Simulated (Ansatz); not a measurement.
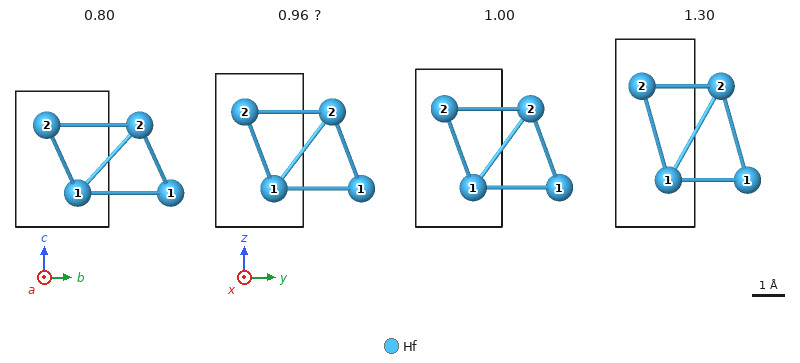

Energy scan for solid Hf (P6_3/mmc), in which the ratio of the cell's length along z to its lengths across, counted as 1 for the reference, is changed at fixed volume (a c/a path), with the atoms kept at their fractional coordinates. x, y and z are the Cartesian axes of the input. The picture is a ball-and-stick view of the cell of the calculation, repeated 3 × 2 × 1 with one cell outlined, seen along the a axis.

Level of theory: Ansatz 0.2.0, DFT PBEsol, scalar-relativistic, plane waves, PAW. Settings: plane-wave cutoff 420 eV; k-point mesh 18 × 18 × 10; occupations gaussian; smearing width 0.15 eV; no spin polarisation. Energies (free energies at the smearing named) are counted from the cell as listed in its source, which wasn't relaxed.

```
axial ratio over its reference value  ΔE (meV/atom)
                                0.80          236.5
                                0.85          135.6
                                0.92           37.6
                                0.96              ?
                                1.00            0.0
                                1.05           13.5
                                1.10           48.4
                                1.20          153.7
                                1.30          273.4
```

Question: One row is withheld. What is its energy?

Answer: A straight line between the two neighbours gives 18.8 meV/atom. A cubic through the four nearest rows (0.85, 0.92, 1.00, 1.05) gives, with Lagrange weights, (−0.0686)(135.6) + (0.5440)(37.6) + (0.6600)(0.0) + (−0.1354)(13.5) = 9.3 meV/atom. The calculation gives 8.9 meV/atom, so the cubic is 0.4 meV/atom too high and the straight line 9.9 meV/atom too high, as the curve bends upwards here.

The whole profile:

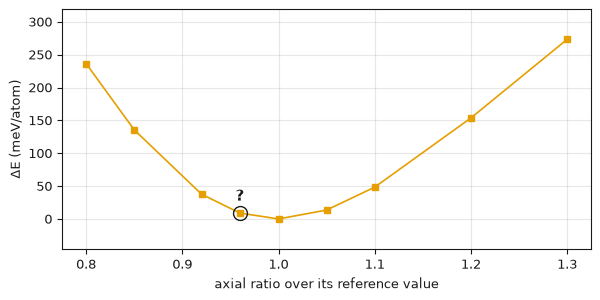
